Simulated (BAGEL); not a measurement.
# C2H3FO (SMILES CC(=O)F): HF/STO-3G (density fitting with cc-pvqz-jkfit)

Aim: the energy change on altering one bond length of C2H3FO at HF/STO-3G (density fitting with cc-pvqz-jkfit), from 2 runs. 

Program for the calculation: BAGEL 1.2.2.

## (1) The structure to begin with

C2H3FO has 7 atoms, charge 0, and is taken as a singlet. SMILES: `CC(=O)F`. The shape is that of a PBE0-D4/def2-TZVP optimisation.

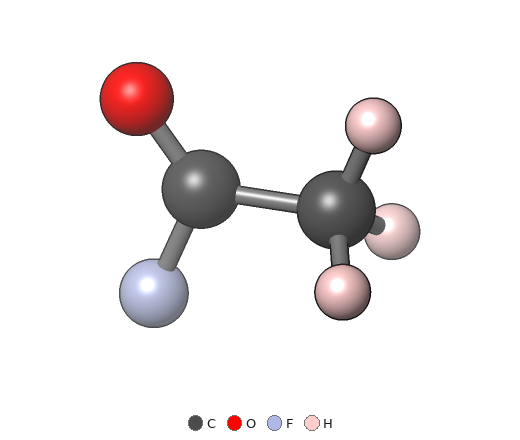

Viewed from a chosen angle; carbon dark grey, oxygen red, fluorine light blue, hydrogen pink.

## (2) A single-point energy at HF/STO-3G (density fitting with cc-pvqz-jkfit)

The input, hf.json:

```json
{ "bagel": [

{
  "title": "molecule",
  "basis": "sto-3g",
  "df_basis": "cc-pvqz-jkfit",
  "angstrom": true,
  "geometry": [
    { "atom": "C", "xyz": [    0.485310,    0.015050,    0.443640 ] },
    { "atom": "C", "xyz": [   -0.694890,   -0.034350,   -0.460580 ] },
    { "atom": "O", "xyz": [   -1.835410,   -0.165690,   -0.191770 ] },
    { "atom": "F", "xyz": [   -0.310690,    0.097630,   -1.749400 ] },
    { "atom": "H", "xyz": [    0.165320,   -0.091900,    1.476660 ] },
    { "atom": "H", "xyz": [    1.180650,   -0.783140,    0.176830 ] },
    { "atom": "H", "xyz": [    1.009710,    0.962410,    0.304610 ] }
  ]
},
{
  "title": "hf"
},
{
  "title": "print",
  "file": "orbitals.molden",
  "orbitals": true
}

]}
```

Command:

```
$ BAGEL_NUM_THREADS=1 BAGEL hf.json > hf.out
```

Standard output:

```text
* using 1 threads per process

  ===============================================================
  ===============================================================

  *** Geometry ***

  { "atom" : "C", "xyz" : [      0.917103,      0.028440,      0.838358 ] },
  { "atom" : "C", "xyz" : [     -1.313152,     -0.064912,     -0.870370 ] },
  { "atom" : "O", "xyz" : [     -3.468422,     -0.313109,     -0.362393 ] },
  { "atom" : "F", "xyz" : [     -0.587119,      0.184494,     -3.305887 ] },
  { "atom" : "H", "xyz" : [      0.312410,     -0.173666,      2.790483 ] },
  { "atom" : "H", "xyz" : [      2.231105,     -1.479920,      0.334160 ] },
  { "atom" : "H", "xyz" : [      1.908075,      1.818691,      0.575629 ] },

  Number of auxiliary basis functions:      577

  Since a DF basis is specified, we compute 2- and 3-index integrals:
    o Being stored without compression. Storage requirement is 0.002 GB

  Number of basis functions:       23
  Number of electrons      :       32

    * METHOD: MOLECULE                             0.17

  *** RHF ***

  === Nuclear Repulsion ===
   119.2333009203

      * DIIS with orbital gradients will be used.

  === RHF iteration (sto-3g) ===
      0       -248.24192323          0.03411609           0.01
      1       -248.36596837          0.02058699           0.01
      2       -248.41628629          0.00265333           0.01
      3       -248.41832700          0.00112300           0.01
      4       -248.41890575          0.00032127           0.01
      5       -248.41895585          0.00004215           0.01
      6       -248.41895652          0.00001166           0.01
      7       -248.41895657          0.00000245           0.01
      8       -248.41895657          0.00000056           0.01
      9       -248.41895657          0.00000024           0.01
     10       -248.41895657          0.00000011           0.01
     11       -248.41895657          0.00000002           0.01
     12       -248.41895657          0.00000001           0.01
     13       -248.41895657          0.00000000           0.01
    * SCF iteration converged.

    * Permanent dipole moment:
           (   -0.703726,    -0.045153,    -0.324426) a.u.

    * METHOD: HF                                   0.17

    * METHOD: PRINT                                0.00

  ===============================================================
```

Wall time 0.66 s (1 thread of Intel Xeon 6975P-C (Granite Rapids), shared host); peak memory 0.08 GiB.

## (3) The distorted shape

The input, input.json:

```json
{ "bagel": [

{
  "title": "molecule",
  "basis": "sto-3g",
  "df_basis": "cc-pvqz-jkfit",
  "angstrom": true,
  "geometry": [
    { "atom": "C", "xyz": [    0.276708,    0.254507,    0.523683 ] },
    { "atom": "C", "xyz": [   -0.903492,    0.205107,   -0.380537 ] },
    { "atom": "O", "xyz": [   -2.044012,    0.073767,   -0.111727 ] },
    { "atom": "F", "xyz": [   -0.519292,    0.337087,   -1.669357 ] },
    { "atom": "H", "xyz": [   -0.043282,    0.147557,    1.556703 ] },
    { "atom": "H", "xyz": [    1.180650,   -0.783140,    0.176830 ] },
    { "atom": "H", "xyz": [    0.801108,    1.201867,    0.384653 ] }
  ]
},
{
  "title": "hf"
},
{
  "title": "print",
  "file": "orbitals.molden",
  "orbitals": true
}

]}
```

Command:

```
$ BAGEL_NUM_THREADS=1 BAGEL input.json > input.out
```

Standard output:

```text
* using 1 threads per process

  ===============================================================
  ===============================================================

  *** Geometry ***

  { "atom" : "C", "xyz" : [      0.522902,      0.480949,      0.989617 ] },
  { "atom" : "C", "xyz" : [     -1.707352,      0.387596,     -0.719111 ] },
  { "atom" : "O", "xyz" : [     -3.862623,      0.139399,     -0.211133 ] },
  { "atom" : "F", "xyz" : [     -0.981320,      0.637002,     -3.154628 ] },
  { "atom" : "H", "xyz" : [     -0.081791,      0.278842,      2.941742 ] },
  { "atom" : "H", "xyz" : [      2.231105,     -1.479920,      0.334160 ] },
  { "atom" : "H", "xyz" : [      1.513875,      2.271199,      0.726889 ] },

  Number of auxiliary basis functions:      577

  Since a DF basis is specified, we compute 2- and 3-index integrals:
    o Being stored without compression. Storage requirement is 0.002 GB

  Number of basis functions:       23
  Number of electrons      :       32

    * METHOD: MOLECULE                             0.17

  *** RHF ***

  === Nuclear Repulsion ===
   118.1137407725

      * DIIS with orbital gradients will be used.

  === RHF iteration (sto-3g) ===
      0       -248.17989838          0.03458310           0.01
      1       -248.30545301          0.02093535           0.01
      2       -248.35746877          0.00272033           0.01
      3       -248.35959116          0.00113802           0.01
      4       -248.36017586          0.00033445           0.01
      5       -248.36023010          0.00005765           0.01
      6       -248.36023125          0.00001534           0.01
      7       -248.36023131          0.00000546           0.01
      8       -248.36023133          0.00000157           0.01
      9       -248.36023133          0.00000084           0.01
     10       -248.36023133          0.00000047           0.01
     11       -248.36023133          0.00000018           0.01
     12       -248.36023133          0.00000005           0.01
     13       -248.36023133          0.00000001           0.01
     14       -248.36023133          0.00000000           0.01
    * SCF iteration converged.

    * Permanent dipole moment:
           (   -0.701049,    -0.050078,    -0.329745) a.u.

    * METHOD: HF                                   0.17

    * METHOD: PRINT                                0.00

  ===============================================================
```

Run time: 0.62 s. Hardware: 1 thread of Intel Xeon 6975P-C (Granite Rapids), shared host; peak memory 0.08 GiB.

## (4) Outcome

At HF/STO-3G (density fitting with cc-pvqz-jkfit):

| quantity | value |
| --- | --- |
| first shape: total energy | -248.41896 Eh |
| first shape: dipole moment | 1.97 D |
| first shape: HOMO energy | -9.97 eV |
| first shape: LUMO energy | 8.12 eV |
| first shape: HOMO–LUMO gap | 18.09 eV |
| distorted shape: total energy | -248.36023 Eh |
| distorted shape: dipole moment | 1.97 D |
| distorted shape: HOMO energy | -9.91 eV |
| distorted shape: LUMO energy | 7.67 eV |
| distorted shape: HOMO–LUMO gap | 17.59 eV |
| energy change with the C1–H6 bond stretched from 1.092 to 1.419 Å | 1.598 eV |

What this shows: With the C1–H6 bond stretched from 1.092 to 1.419 Å the energy rises by 1.60 eV (37 kcal/mol). The first shape isn't relaxed at this level, so the change isn't measured from a minimum. The minimal basis adds a large error of its own.
